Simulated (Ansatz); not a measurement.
**Single-point calculation of C2H6FNSi**

The run: single-point calculation of C2H6FNSi, SMILES NC=C(F)[SiH3]. Method and program: RKS PBE0-D4/def2-TZVPP (Ansatz 0.2.0).

The geometry comes from this level: PBE0-D4/def2-TZVP.

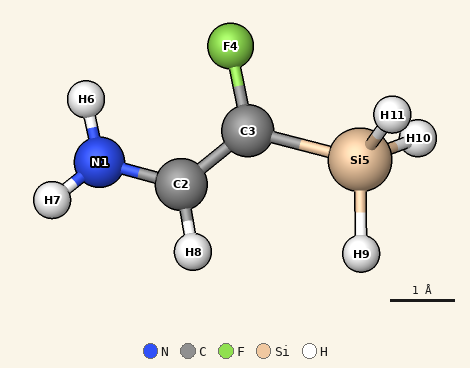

Figure 1. The input geometry (ball-and-stick view, seen at a tilt; atoms are numbered from 1 in the order of the input).

Input file:
```yaml
crystal:
  periodic: [false, false, false]
  atoms:
    - {symbol: N, position_ang: [-1.559652, 1.554580, -0.236054]}
    - {symbol: C, position_ang: [-0.896034, 0.357912, -0.185786]}
    - {symbol: C, position_ang: [0.404035, 0.205509, 0.094189]}
    - {symbol: F, position_ang: [1.097645, 1.342835, 0.419625]}
    - {symbol: Si, position_ang: [1.349770, -1.383201, 0.074041]}
    - {symbol: H, position_ang: [-1.089589, 2.338018, 0.187139]}
    - {symbol: H, position_ang: [-2.552373, 1.533855, -0.084389]}
    - {symbol: H, position_ang: [-1.469943, -0.523361, -0.445890]}
    - {symbol: H, position_ang: [0.378179, -2.450415, -0.282107]}
    - {symbol: H, position_ang: [2.452966, -1.358262, -0.923526]}
    - {symbol: H, position_ang: [1.950397, -1.674471, 1.403359]}
basis:
  gaussian: {orbitals: def2-TZVPP}
hamiltonian: {xc: pbe0, dispersion: d4}
output: {orbitals: {seedname: orbitals}}
```

Command:
```bash
ansatz run in.yaml --threads 4 --pin off --events-out ev --progress --plain --max-ram 10444MiB
```

Log:
```
Functional definition: PBE0
  name "PBE0"
  cite "Adamo & Barone, J. Chem. Phys. 110, 6158 (1999) doi:10.1063/1.478522"
  cite "Perdew, Burke & Ernzerhof, Phys. Rev. Lett. 77, 3865 (1996) doi:10.1103/PhysRevLett.77.3865"
  parent pbe
  parameter a = 0.25
  parameter kappa = 0.804
  parameter beta = 0.06672455060314922
  exchange = (1 - a)*pbe_x(kappa = kappa, mu = beta*pi^2/3) + a*exact_x
  correlation = pbe_c(beta = beta)
1316 factors; their error is unknown
mean field evaluation 1: about -14241.9078 eV, gradient 5.5e1 eV
mean field evaluation 2: about -14237.8406 eV, gradient 6.8e1 eV
mean field evaluation 4: about -14248.0285 eV, gradient 5.3e0 eV
mean field evaluation 8: about -14248.0939 eV, gradient 7.8e-2 eV
mean field evaluation 16: about -14248.1271 eV, gradient 4.1e-5 eV
mean field -14248.12712554 eV, -523.6090141363 hartree, gradient 4.1e-5 eV, S^2 0.000000; 0 other end points of the search recorded, 0 dependent functions left out
reference -14248.12715755 eV, -523.6090153126 hartree; 24, 24 occupied and 226, 226 virtual orbitals, 1316 factors
Total energy: -14248.30226534 eV, -523.6154504052 hartree
```

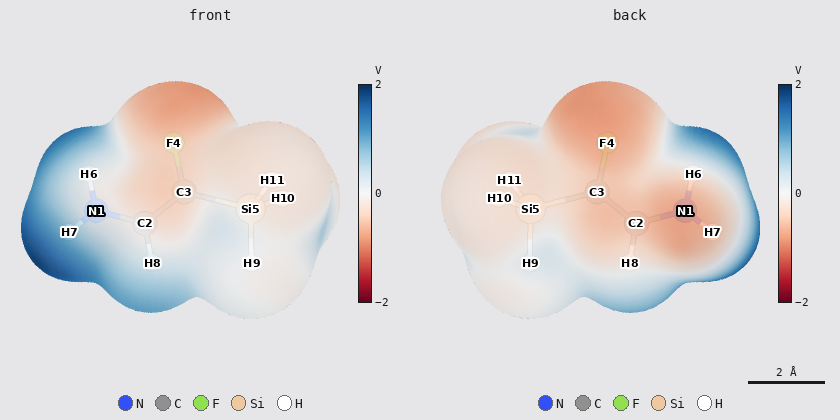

Figure 2. The molecular electrostatic potential painted on the density surface at 0.001 e/bohr³, seen at a tilt and from behind; red is negative and blue positive.

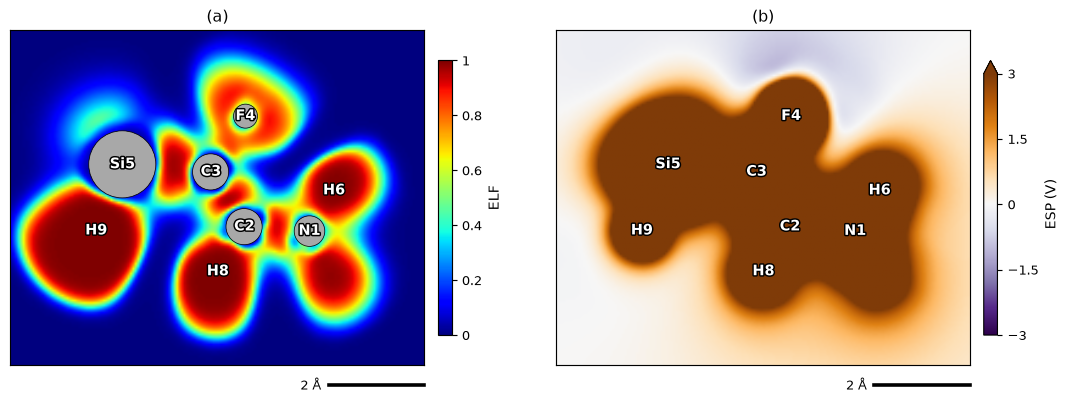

Figure 3. (a) ELF; (b) molecular electrostatic potential on the plane of atoms F4, C3 and Si5. Grey discs, where drawn, cover atomic cores. The section cuts through N, C, F, Si and H sites. C–C (1.34 Å): the ELF peaks at about 0.95 between the atoms (a multiple bond by its length, whose ELF region spreads away from the axis). C–N (1.37 Å): the ELF peaks at about 0.90 between the atoms (a covalent bond). C–Si (1.85 Å): the ELF peaks at about 0.95 between the atoms (localised, shared-pair bonding). N–H (1.01 Å): the ELF climbs to about 1 towards the hydrogen, as it does in any bond to H; a covalent bond by its length.

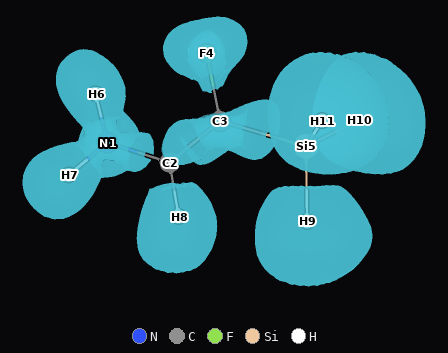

Figure 4. Isosurface of the electron localisation function at 0.75 (cyan), seen at a tilt. Core shells and regions of very low density are left out. Along the contacts the grid gives the following. C–C (1.34 Å): the ELF peaks at about 0.95 between the atoms; a double or triple bond. C–N (1.37 Å): the ELF peaks at about 0.90 between the atoms, which marks a shared electron pair.

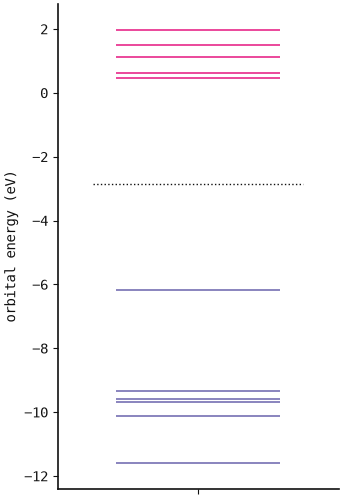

Figure 5. Orbital energies near the frontier; the dotted line parts filled from empty levels, and levels within 0.02 eV of each other stand side by side. Highest filled −6.17 eV, lowest empty 0.45 eV, 6.62 eV apart.

Summary:

```json
{"quantity": "outcome", "value": "converged"}
{"quantity": "total energy", "value": "−14248.3023 eV"}
{"quantity": "mean-field energy", "value": "−14248.1272 eV"}
{"quantity": "dispersion energy", "value": "−0.1751 eV"}
{"quantity": "SCF solution under orbital rotations", "value": "stable"}
{"quantity": "HOMO", "value": "−6.17 eV"}
{"quantity": "LUMO", "value": "0.45 eV"}
{"quantity": "hardware", "value": "4 threads of Arm Neoverse V2, 23 GiB of memory available, shared host"}
{"quantity": "wall time", "value": "2.4 s (CPU time 8.8 s)"}
{"quantity": "peak memory", "value": "0.56 GiB"}
```
